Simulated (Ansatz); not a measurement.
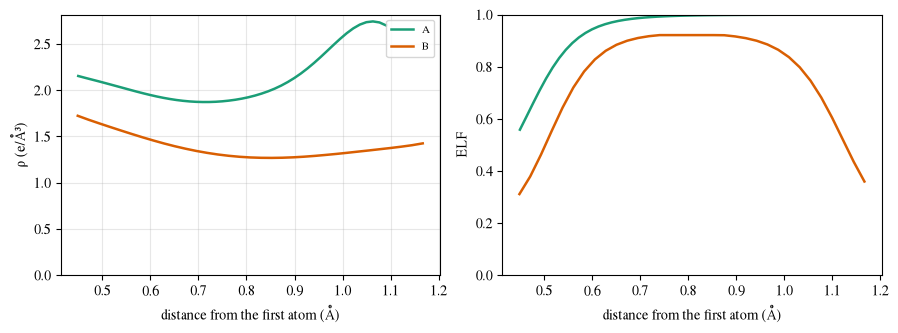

Figure 1: C₂H₆S (SMILES CSC). Total electron density and electron localisation function along straight lines between neighbouring atoms. The curves leave out the atomic cores.

Geometry: PBE0-D4/def2-TZVP.

Method: Ansatz, isolated molecule in a Gaussian basis; Kohn-Sham density functional theory, functional PBE0.

Input file:

```
crystal:
  periodic: [false, false, false]
  atoms:
    - symbol: C
      position_ang: [-0.413470, -1.520567, 1.451428]
    - symbol: C
      position_ang: [-1.104250, -2.447491, -1.031474]
    - symbol: S
      position_ang: [0.246111, -1.589801, -0.216795]
    - symbol: H
      position_ang: [-1.347416, -0.955732, 1.484309]
    - symbol: H
      position_ang: [-0.575697, -2.522387, 1.854436]
    - symbol: H
      position_ang: [0.325867, -1.010339, 2.069588]
    - symbol: H
      position_ang: [-2.030837, -1.872780, -0.972148]
    - symbol: H
      position_ang: [-0.828767, -2.559689, -2.080566]
    - symbol: H
      position_ang: [-1.259105, -3.439413, -0.601952]
basis:
  gaussian: {orbitals: def2-TZVPD}
magnetization: {spin_polarized: false}
hamiltonian: {xc: {name: PBE0}}
output: {forces: true, orbitals: {seedname: orbitals}}
total_charge: 0
```

Command:

```sh
ansatz run input.yaml --threads 2 --pin off --max-ram 4350MiB --events-out events.jsonl --progress --plain --runs-dir runs
```

**Which curve belongs to which contact (C–H and C–S)? The first atom named is at distance zero.**

Curve A: C–H (1.09 Å): ρ is about 2 e/Å³ halfway; the ELF climbs to about 1 towards the hydrogen, as it does in any bond to H: an ordinary covalent bond to hydrogen. Curve B: C–S (1.80 Å): ρ is about 1.3 e/Å³ halfway; the ELF peaks at about 0.90 between the atoms (localised, covalent bonding).
